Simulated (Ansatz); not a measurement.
# Calculations on BNH₅Cl

## 1. Relaxation

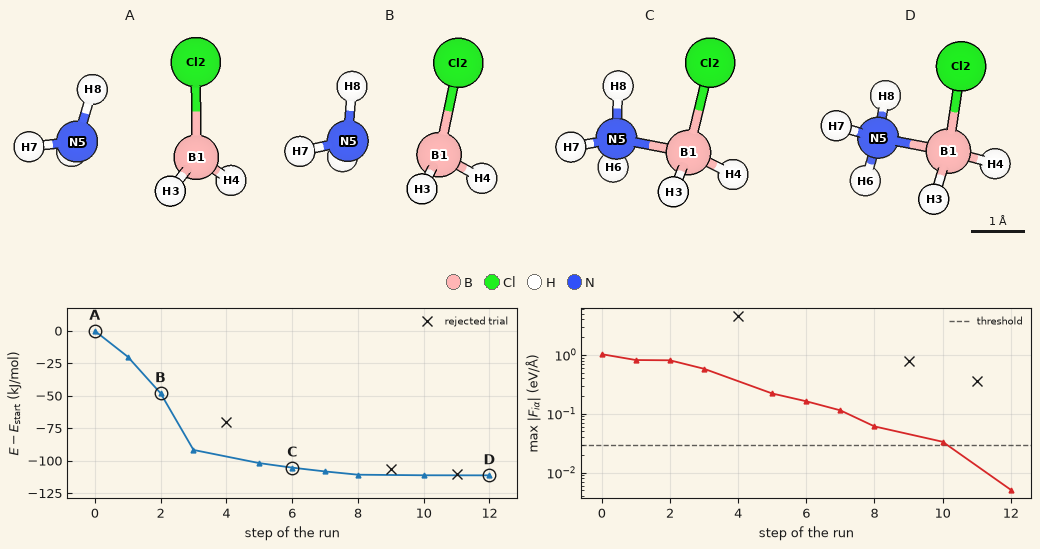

Frames of a relaxation of BNH₅Cl, marked on the history of the run. A ball-and-stick model, seen at a tilt.

The run prepares an end point of a later path (reaction) calculation, from a guessed geometry.

These are results of Ansatz 0.2.0, RKS PBE-D4/def2-SVP, not measurements.

Input
```yaml
crystal:
  periodic: [false, false, false]
  atoms:
    - { symbol: B, position_ang: [0.028369, 0.425097, 0.048374] }
    - { symbol: Cl, position_ang: [-0.229362, 0.797192, 1.821965] }
    - { symbol: H, position_ang: [1.163585, 0.488566, -0.361522] }
    - { symbol: H, position_ang: [-0.964425, 0.326837, -0.63634] }
    - { symbol: "N", position_ang: [0.108681, -2.204701, 0.765889] }
    - { symbol: H, position_ang: [-0.576537, -2.923164, 0.509531] }
    - { symbol: H, position_ang: [1.006198, -2.666519, 0.945491] }
    - { symbol: H, position_ang: [-0.204609, -1.772108, 1.661111] }
basis:
  gaussian: { orbitals: def2-SVP }
hamiltonian:
  xc: pbe
  dispersion: d4
relax:
  f_tol: 0.03
  max_steps: 50
```

Command:
```bash
ansatz run input.yaml --threads 1 --pin off --max-ram 2048MiB --backend cpu --events-out ev --progress --plain --runs-dir out
```

Question: Describe the path.

Answer: After 9 accepted moves (12 points after the start) the energy has fallen by 111.2 kJ/mol. Largest force component: 1 eV/Å at the start, 0.0051 eV/Å at the end. The line search rejected the trial steps at points 4, 9, 11 of the run. The largest move after the best rigid fit is that of H6, 0.90 Å. Largest moves by element: H 0.90 Å, B 0.65 Å, N 0.46 Å, Cl 0.45 Å. Some distances before and after: B1–N5 2.727 → 1.636 Å, B1–Cl2 1.830 → 1.864 Å, B1–H3 1.209 → 1.226 Å, N5–H8 1.042 → 1.032 Å. New bonds form, among them: B1–N5 (2.73 → 1.64 Å). Among the angles between lasting bonds that change: H3–B1–H4 125.7° → 115.3°, Cl2–B1–H3 116.8° → 112.8°. The run took 18 s on 1 thread of Intel(R) Xeon(R) 6975P-C (Granite Rapids), with other jobs on the host, peak memory 0.15 GiB. From step 0 to 2: B1 moves most (0.39 Å), energy −48.0 kJ/mol. From step 2 to 6: H6 moves most (0.35 Å), energy −57.3 kJ/mol. From step 6 to 12: H atoms move most (0.43 Å), energy −5.93 kJ/mol.

```csv
step,"E − E(0), kJ/mol","largest force component, eV/Å",note
0,0.00,1.0255,
1,-19.86,0.8163,
2,-48.01,0.8083,
3,-91.64,0.5801,
4,-70.20,4.4881,rejected
5,-101.78,0.2209,
6,-105.27,0.1628,
7,-108.19,0.1143,
8,-110.70,0.0610,
9,-106.52,0.7998,rejected
10,-111.14,0.0335,
11,-109.98,0.3590,rejected
12,-111.20,0.0051,
```

Limits of the set-up: the start holds two separate molecules, 2.6 Å apart at their closest, whose relative position is a soft coordinate.

## 2. Relaxation

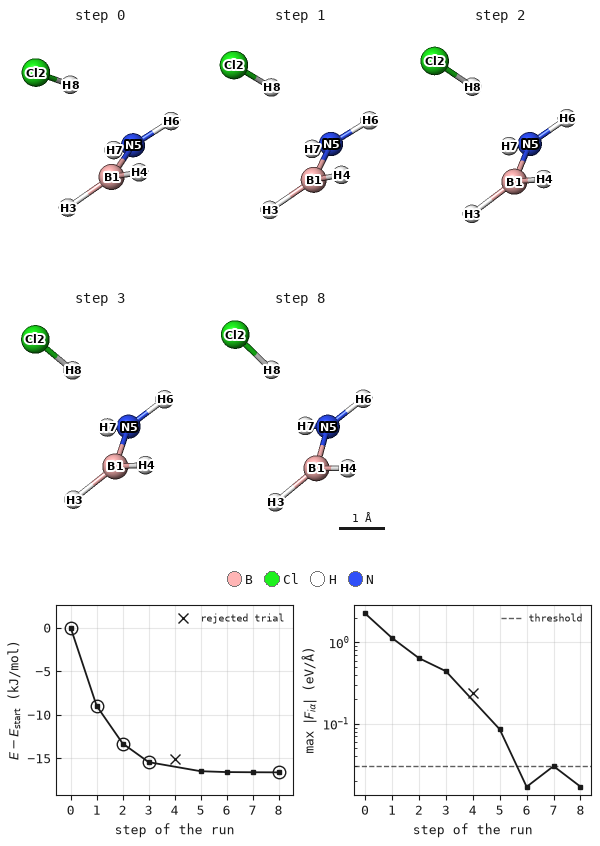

Frames of a relaxation of BNH5Cl, marked on the history of the run. A ball-and-stick model, seen from a free direction.

The run prepares an end point of a later path (reaction) calculation, from a guessed geometry.

Method: RKS PBE-D4/def2-SVP in Ansatz.

Input
```yaml
crystal:
  periodic: [false, false, false]
  atoms:
    - { symbol: B, position_ang: [0.084169, -0.50103, -0.17671] }
    - { symbol: Cl, position_ang: [-0.30584, 0.465832, 2.708366] }
    - { symbol: H, position_ang: [1.134048, 0.09929, -0.260347] }
    - { symbol: H, position_ang: [-0.998437, -0.01868, -0.431673] }
    - { symbol: "N", position_ang: [0.15056, -1.924828, 0.213811] }
    - { symbol: H, position_ang: [-0.668407, -2.533245, 0.241596] }
    - { symbol: H, position_ang: [1.037159, -2.408326, 0.364904] }
    - { symbol: H, position_ang: [-0.101352, -0.707813, 2.094551] }
basis:
  gaussian: { orbitals: def2-SVP }
hamiltonian:
  xc: pbe
  dispersion: d4
relax:
  f_tol: 0.03
  max_steps: 50
```

Command:
```bash
ansatz run input.yaml --threads 1 --pin off --max-ram 2048MiB --backend cpu --events-out ev --progress --plain --runs-dir out
```

Q: Describe the path.

A: Over 7 accepted moves (8 points after the start) the energy falls by 16.6 kJ/mol. The largest force component goes from 2.3 to 0.017 eV/Å. The line search rejected the trial step at point 4 of the run. The largest move after the best rigid fit is that of Cl2, 0.60 Å. By element the largest moves are Cl 0.60 Å, H 0.36 Å, B 0.22 Å, N 0.19 Å. Among the contacts that change: B1–N5 1.478 → 1.406 Å, Cl2–H8 1.340 → 1.314 Å. Cost: 9.1 s on 1 thread of Intel(R) Xeon(R) 6975P-C (Granite Rapids) (shared host), peak memory 0.15 GiB. From step 0 to 1: Cl2 moves most (0.19 Å), energy −8.97 kJ/mol. From step 1 to 2: Cl2 moves most (0.13 Å), energy −4.31 kJ/mol. From step 2 to 3: Cl2 moves most (0.14 Å), energy −2.14 kJ/mol. From step 3 to 8: Cl2 moves most (0.14 Å), energy −1.17 kJ/mol.

```tsv
step	E − E(0), kJ/mol	largest force component, eV/Å	note
0	0.00	2.2736	
1	-8.97	1.1363	
2	-13.28	0.6419	
3	-15.42	0.4439	
4	-15.01	0.2374	rejected
5	-16.46	0.0858	
6	-16.56	0.0169	
7	-16.58	0.0303	
8	-16.59	0.0169
```

Limits of the set-up: the start holds two separate molecules, 2.3 Å apart at their closest, whose relative position is a soft coordinate.

## 3. Path

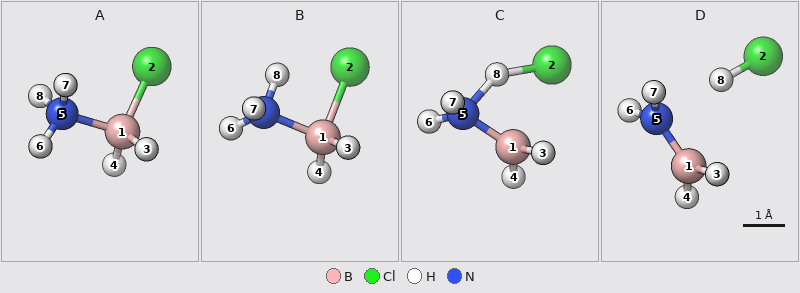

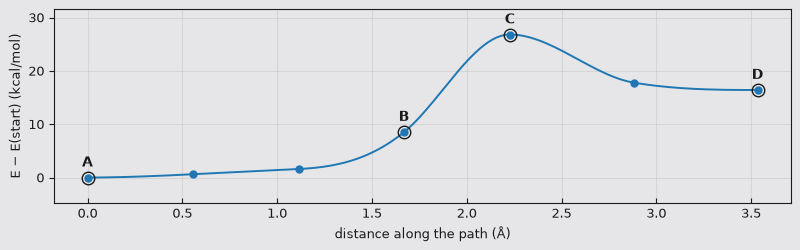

A search for the minimum-energy path of BNH5Cl by the nudged elastic band. Images are numbered from 0 (start) to 6 (end). Frames A to D are images 0, 3, 4, 6. A ball-and-stick model, seen at a tilt.

These are results of RKS PBE-D4/def2-SVP in Ansatz 0.2.0, not measurements. Run with 5 movable images; climbing image; force threshold 0.05 eV/Å; iteration limit 60; starting path through a guess of the saddle point.

What happens along the path, and what is the barrier?

Answer. The highest point, image 4, lies 26.8 kcal/mol above the start and 10.4 kcal/mol above the end; the end is at +16.4 kcal/mol relative to the start. Breaking: B1–Cl2 (1.86 → 2.44 at the top → 3.59 Å), N5–H8 (1.03 → 1.41 at the top → 2.06 Å). Forming: Cl2–H8 (2.87 → 1.49 at the top → 1.31 Å). The band converged in 10 iterations. The largest component of the band force went from 5.7 to 0.022 eV/Å. The climbing image converged on the top of the path. Its vibrational analysis gives one imaginary mode (778i cm⁻¹), as a transition state must have.
